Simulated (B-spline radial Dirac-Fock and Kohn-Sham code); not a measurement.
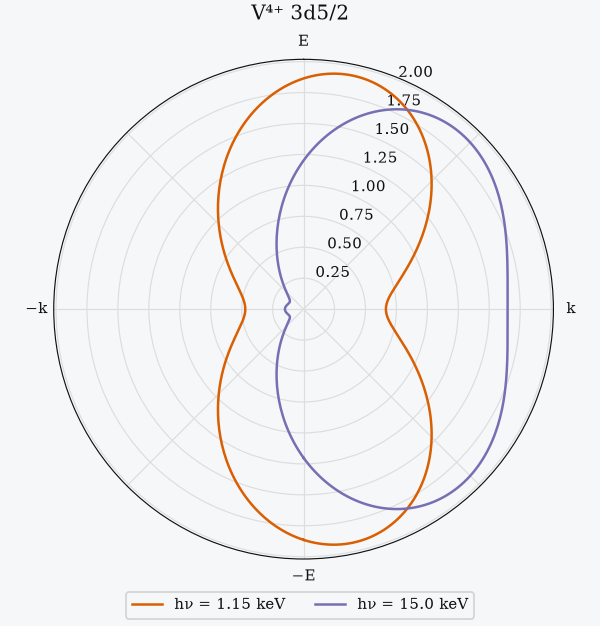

Angular distribution of photoelectrons from M5 (3d5/2) in the plane of the polarisation E (up) and the photon direction k (right), relative to an isotropic one. The figure is for vanadium in charge state +4 (V⁴⁺). Level of theory: a Dirac–Hartree–Slater potential; 1 + βP₂(cos θ) + (δ + γ cos²θ) sin θ cos φ with E1 and E1–E2 terms; calculated with a B-spline radial atomic code. Open shells are averaged over j.

Question: What are β, γ and δ at 15.0 keV?

Answer: β = 0.201, γ = 0.917, δ = 0.749.

Question: Is the pattern at 15.0 keV symmetric between forward and backward?

Answer: No: 45° forward of E it is 9.7 times the value 45° backward, from the non-dipole terms.
